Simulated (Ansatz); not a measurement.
SnS (GeS type, space group Pnma)

Space group Pnma (No. 62); a = 10.912 Å, b = 3.954 Å, c = 4.111 Å, α = β = γ = 90.00°

```
atom  site  symmetry       x       y       z
----  ----  --------  ------  ------  ------
Sn      4c       .m.  0.3827  0.2500  0.4075
S       4c       .m.  0.1449  0.2500  0.4762
```

E(V) scan at fixed shape, V₀ the volume above. The atoms relax within the cell's symmetry.

Method: PBEsol-D3(BJ) (plane waves to 420 eV, PAW, scalar-relativistic; Ansatz, a first-principles code). k mesh 3×8×8 (Γ-centred), Fermi-Dirac smearing 0.05 eV. The energy includes the smearing's −TS. With the shape held, the modulus is that of even scaling; a crystal free to change shape is softer. SnS was relaxed with its symmetry unable to fall. The PAW data are Ansatz's earlier set. ΔE is measured from the relaxed starting cell.

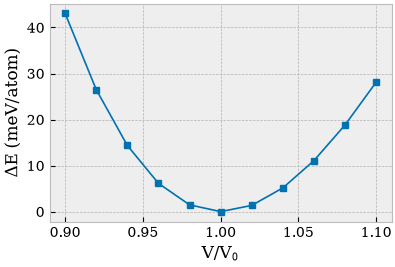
Figure: ΔE (meV/atom) against V/V₀; markers are the computed points, lines only join them.

Question: What is ΔE at V/V₀ = 0.900?

Answer: About 43 meV/atom.

Question: What is ΔE at V/V₀ = 1.100?

Answer: About 28 meV/atom.

Question: What bulk modulus at fixed cell shape B₀ follows from a third-order Birch-Murnaghan fit?

Answer: About 50 GPa.

(Under strain, the slope of the energy per volume gives the stress and its curvature an elastic modulus.)
